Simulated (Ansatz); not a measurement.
SiH4OBrF: several calculations on one system

Part 1: Relaxation

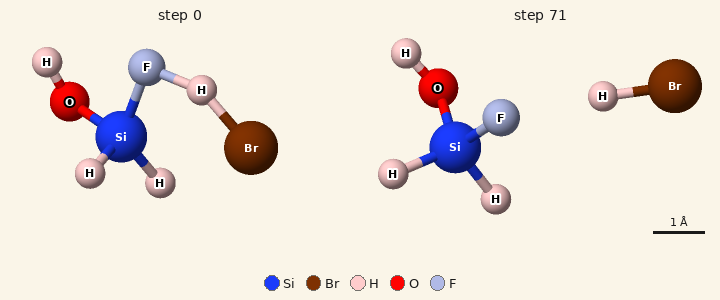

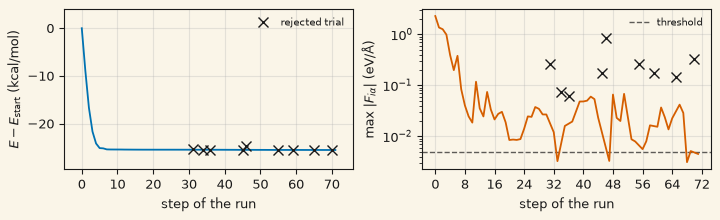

First and last geometry of a relaxation of SiH$_{4}$OBrF (started from a transition state, displaced along its imaginary mode), with the history of the run. The picture is a ball-and-stick view, seen from a free direction.

These are results of RKS PBE0-D4/def2-TZVP in Ansatz, not measurements.

The input:
```yaml
crystal:
  periodic: [false, false, false]
  atoms:
    - {symbol: Si, position_ang: [-0.432778, -0.205515, -0.047677]}
    - {symbol: Br, position_ang: [2.284791, -1.216133, -0.247946]}
    - {symbol: H, position_ang: [-0.498699, -1.054990, -1.277459]}
    - {symbol: H, position_ang: [-0.583103, -1.001792, 1.191461]}
    - {symbol: O, position_ang: [-1.608386, 0.878585, -0.380579]}
    - {symbol: H, position_ang: [1.722076, 0.102008, 0.197724]}
    - {symbol: F, position_ang: [0.704920, 0.854124, 0.369257]}
    - {symbol: H, position_ang: [-1.588821, 1.643715, 0.195217]}
basis:
  gaussian: {orbitals: def2-TZVP}
hamiltonian: {xc: pbe0, dispersion: d4}
relax: {f_tol: 0.005, max_steps: 200}
```

> Did the run converge, and what did it change?

It converged. The atom that moves furthest after the best rigid fit is Br2 (1.75 Å). Largest moves by element: Br 1.75 Å, H 1.24 Å, F 1.08 Å, Si 0.56 Å, O 0.32 Å. Among the contacts that change: Si1–Br2 2.906 → 4.739 Å, Si1–H6 2.190 → 3.420 Å, Br2–F7 2.676 → 3.489 Å, H6–F7 1.277 → 2.071 Å. Bond angles that change, for instance: H3–Si1–F7 128.2° → 107.5°, O5–Si1–F7 97.2° → 110.5°, H3–Si1–O5 100.2° → 106.8°. Groups turn about Si1–O5 by about 30°. Over 62 accepted moves (71 points after the start) the energy falls by 25.5 kcal/mol. Largest force component: 2.3 eV/Å at the start, 0.0045 eV/Å at the end. The line search rejected the trial steps at points 31, 34, 36, 45, 46, 55, 59, 65 and more of the run. The forces were under the threshold at step 33, but the run went on from there.

```json
{"step": "0", "E − E(0), kcal/mol": "0.00", "largest force component, eV/Å": "2.2900", "note": ""}
{"step": "1", "E − E(0), kcal/mol": "-8.93", "largest force component, eV/Å": "1.3640", "note": ""}
{"step": "2", "E − E(0), kcal/mol": "-16.67", "largest force component, eV/Å": "1.2620", "note": ""}
{"step": "3", "E − E(0), kcal/mol": "-21.65", "largest force component, eV/Å": "0.9885", "note": ""}
{"step": "4", "E − E(0), kcal/mol": "-24.15", "largest force component, eV/Å": "0.3936", "note": ""}
{"step": "5", "E − E(0), kcal/mol": "-25.11", "largest force component, eV/Å": "0.1987", "note": ""}
{"step": "6", "E − E(0), kcal/mol": "-25.17", "largest force component, eV/Å": "0.3794", "note": ""}
{"step": "7", "E − E(0), kcal/mol": "-25.38", "largest force component, eV/Å": "0.0839", "note": ""}
{"step": "8", "E − E(0), kcal/mol": "-25.40", "largest force component, eV/Å": "0.0402", "note": ""}
{"step": "9", "E − E(0), kcal/mol": "-25.41", "largest force component, eV/Å": "0.0246", "note": ""}
{"step": "10", "E − E(0), kcal/mol": "-25.41", "largest force component, eV/Å": "0.0185", "note": ""}
{"step": "13", "E − E(0), kcal/mol": "-25.43", "largest force component, eV/Å": "0.0245", "note": ""}
{"step": "16", "E − E(0), kcal/mol": "-25.44", "largest force component, eV/Å": "0.0214", "note": ""}
{"step": "20", "E − E(0), kcal/mol": "-25.45", "largest force component, eV/Å": "0.0084", "note": ""}
{"step": "23", "E − E(0), kcal/mol": "-25.45", "largest force component, eV/Å": "0.0088", "note": ""}
{"step": "26", "E − E(0), kcal/mol": "-25.45", "largest force component, eV/Å": "0.0240", "note": ""}
{"step": "29", "E − E(0), kcal/mol": "-25.45", "largest force component, eV/Å": "0.0268", "note": ""}
{"step": "32", "E − E(0), kcal/mol": "-25.45", "largest force component, eV/Å": "0.0120", "note": ""}
{"step": "36", "E − E(0), kcal/mol": "-25.46", "largest force component, eV/Å": "0.0630", "note": "rejected"}
{"step": "39", "E − E(0), kcal/mol": "-25.46", "largest force component, eV/Å": "0.0481", "note": ""}
{"step": "42", "E − E(0), kcal/mol": "-25.47", "largest force component, eV/Å": "0.0600", "note": ""}
{"step": "45", "E − E(0), kcal/mol": "-25.46", "largest force component, eV/Å": "0.1773", "note": "rejected"}
{"step": "49", "E − E(0), kcal/mol": "-25.49", "largest force component, eV/Å": "0.0230", "note": ""}
{"step": "52", "E − E(0), kcal/mol": "-25.49", "largest force component, eV/Å": "0.0243", "note": ""}
{"step": "55", "E − E(0), kcal/mol": "-25.42", "largest force component, eV/Å": "0.2590", "note": "rejected"}
{"step": "58", "E − E(0), kcal/mol": "-25.50", "largest force component, eV/Å": "0.0164", "note": ""}
{"step": "61", "E − E(0), kcal/mol": "-25.50", "largest force component, eV/Å": "0.0367", "note": ""}
{"step": "65", "E − E(0), kcal/mol": "-25.49", "largest force component, eV/Å": "0.1438", "note": "rejected"}
{"step": "68", "E − E(0), kcal/mol": "-25.51", "largest force component, eV/Å": "0.0031", "note": ""}
{"step": "71", "E − E(0), kcal/mol": "-25.51", "largest force component, eV/Å": "0.0045", "note": ""}
```

Part 2: Relaxation

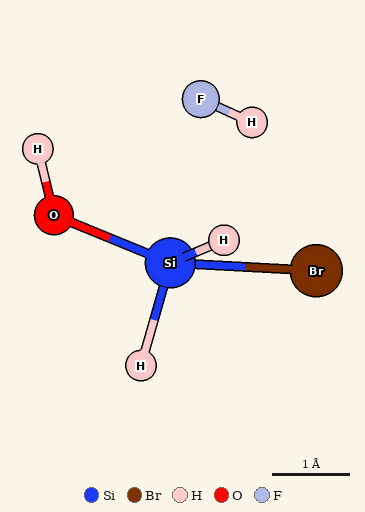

Starting structure of SiH₄OBrF (started from a transition state, displaced along its imaginary mode). Style: ball-and-stick. Shown at a tilt.

All numbers below come from Ansatz 0.2.0, RKS PBE0-D4/def2-TZVP.

Input
```yaml
crystal:
  periodic: [false, false, false]
  atoms:
    - {symbol: Si, position_ang: [-0.353930, -0.516817, -0.200215]}
    - {symbol: Br, position_ang: [1.835847, -1.308739, -0.416997]}
    - {symbol: H, position_ang: [-0.759539, -1.266971, -1.391438]}
    - {symbol: H, position_ang: [-0.560138, -0.995563, 1.186577]}
    - {symbol: O, position_ang: [-1.330694, 0.796516, -0.446433]}
    - {symbol: H, position_ang: [1.626133, 0.631099, 0.463914]}
    - {symbol: F, position_ang: [0.997704, 1.148660, 0.611377]}
    - {symbol: H, position_ang: [-1.455383, 1.511816, 0.193213]}
basis:
  gaussian: {orbitals: def2-TZVP}
hamiltonian: {xc: pbe0, dispersion: d4}
relax: {f_tol: 0.005, max_steps: 200}
```

Q: Predict the outcome.

A: H8 moves most after the best rigid fit: 0.87 Å. Largest moves by element: H 0.87 Å, F 0.75 Å, Si 0.43 Å, Br 0.37 Å, O 0.28 Å. Among the contacts that change: Si1–F7 2.293 → 3.421 Å, Br2–H6 2.141 → 2.383 Å, H6–F7 0.827 → 0.934 Å, Si1–Br2 2.339 → 2.258 Å. Among the angles between lasting bonds that change: Br2–Si1–O5 143.8° → 110.0°, Br2–Si1–H3 90.6° → 107.1°, H3–Si1–O5 97.0° → 108.2°. Groups turn about Si1–O5 by about 25°. After 14 accepted moves (16 points after the start) the energy has fallen by 33.2 kcal/mol. The largest force component goes from 7.2 to 0.0013 eV/Å. The line search rejected the trial steps at points 7, 12 of the run.

Final geometry:

```xyz
8

Si   -0.6106   -0.8566   -0.2871
Br    1.6280   -1.0229   -0.5281
H    -1.2223   -1.6349   -1.3786
H    -0.8785   -1.4276    1.0507
O    -1.0723    0.6893   -0.4463
H     1.6185    1.0912    0.5708
F     1.1475    1.8134    0.9313
H    -0.6101    1.3481    0.0873
```

After the run, drawn alike:

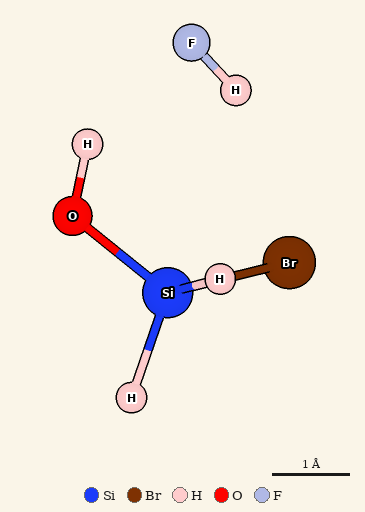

Part 3: Reaction

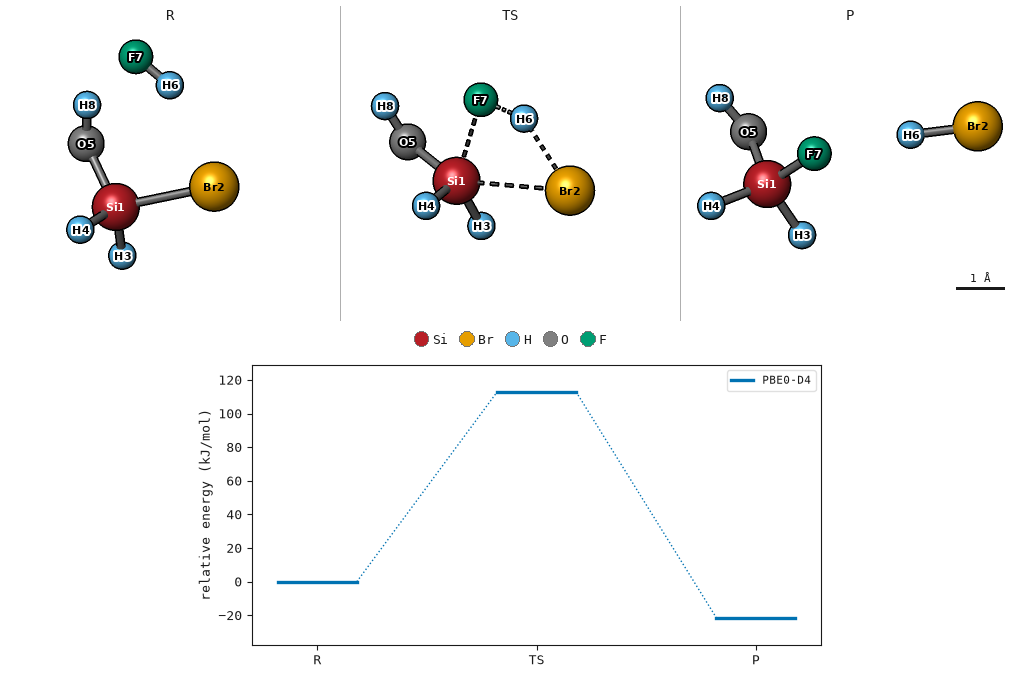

A reaction step of SiH4OBrF, with its energy diagram. A ball-and-stick model, seen at a tilt. Dashed sticks mark bonds that form or break.

Stationary points at PBE0-D4/def2-TZVP, single-point energies with PBE0-D4 (def2-TZVPP where no basis is named; Ansatz 0.2.0). The energies are electronic, without zero-point or thermal terms, and both ends are the minima reached downhill from the saddle, with any fragments still in contact.

> Describe the step and its energetics.

Counted by bonded pieces, R holds HF + SiH₃BrO and P holds HBr + SiH₃OF. From R over the saddle to P, bonds form: Si1–F7 (3.42 → 1.95 → 1.61 Å), Br2–H6 (2.38 → 1.80 → 1.43 Å). Bonds break: Si1–Br2 (2.26 → 2.62 → 4.74 Å), H6–F7 (0.93 → 1.05 → 2.07 Å). The saddle has one imaginary mode, 297i cm⁻¹. With PBE0-D4 the barrier is 112.9 kJ/mol from R and 134.4 kJ/mol from P, and P lies 21.6 kJ/mol below R.

Part 4: Reaction

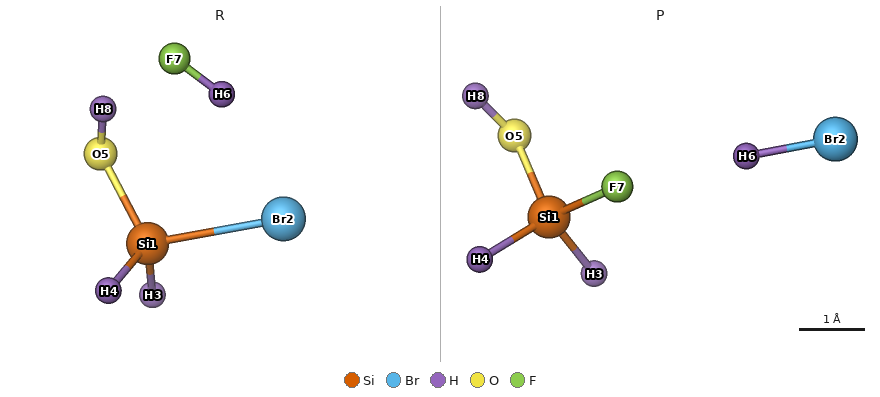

Reactant (R) and product (P) of one elementary step of SiH$_{4}$OBrF. A ball-and-stick model, seen at a tilt.

Stationary points at PBE0-D4/def2-TZVP, single-point energies with wB97X-V, CCSD(T), PBE-D4, B97M-V, r2SCAN0-D4, RPA@PBE (def2-TZVPP where no basis is named; Ansatz 0.2.0). The energies are electronic, without zero-point or thermal terms, and both ends are the minima reached downhill from the saddle, with any fragments still in contact.

R:
```xyz
8

Si   -0.6126   -0.8568   -0.2821
Br    1.6254   -1.0289   -0.5241
H    -1.2268   -1.6396   -1.3691
H    -0.8806   -1.4203    1.0588
O    -1.0713    0.6892   -0.4489
H     1.6212    1.0909    0.5638
F     1.1519    1.8158    0.9209
H    -0.6073    1.3497    0.0808
```

P:
```xyz
8

Si   -0.9383   -0.3056    0.1686
Br    3.7054   -0.2745   -0.7752
H    -0.8994   -1.3304   -0.8881
H    -1.7511   -0.6763    1.3484
O    -1.4561    1.0695   -0.5276
H     2.4706   -0.1768   -0.0703
F     0.5590   -0.1259    0.7240
H    -1.6900    1.8200    0.0201
```

What is the transition state like, and how high is the barrier?

Answer. Counted by bonded pieces, R holds HF + SiH₃BrO and P holds HBr + SiH₃OF. From R over the saddle to P, bonds form: Si1–F7 (3.42 → 1.95 → 1.61 Å), Br2–H6 (2.38 → 1.80 → 1.43 Å). Bonds break: Si1–Br2 (2.26 → 2.62 → 4.74 Å), H6–F7 (0.93 → 1.05 → 2.07 Å). The saddle has one imaginary mode, 297i cm⁻¹. With wB97X-V the barrier is 28.5 kcal/mol from R and 36.4 kcal/mol from P, and P lies 7.9 kcal/mol below R.

```
     level  barrier from R (kcal/mol)  barrier from P (kcal/mol)  P less R (kcal/mol)
   wB97X-V                       28.5                       36.4                 −7.9
   CCSD(T)                       30.0                       38.8                 −8.8
    PBE-D4                       23.7                       28.1                 −4.4
    B97M-V                       28.8                       37.9                 −9.1
r2SCAN0-D4                       27.6                       34.4                 −6.8
   RPA@PBE                       29.0                       39.3                −10.3
```

Saddle geometry:

```xyz
8

Si   -0.3934   -0.3612   -0.1239
Br    2.0603   -1.2624   -0.3325
H    -0.6291   -1.1610   -1.3344
H    -0.5716   -0.9987    1.1890
O    -1.4695    0.8376   -0.4135
H     1.6741    0.3666    0.3308
F     0.8513    1.0014    0.4903
H    -1.5221    1.5778    0.1942
```

The saddle point in the same view, with dashed sticks for the bonds that form or break:

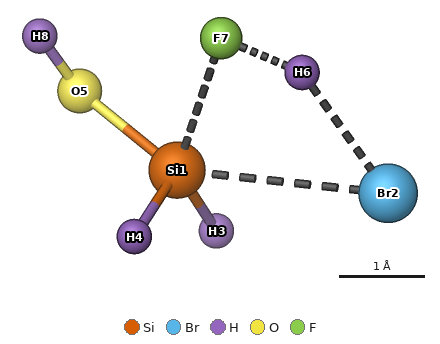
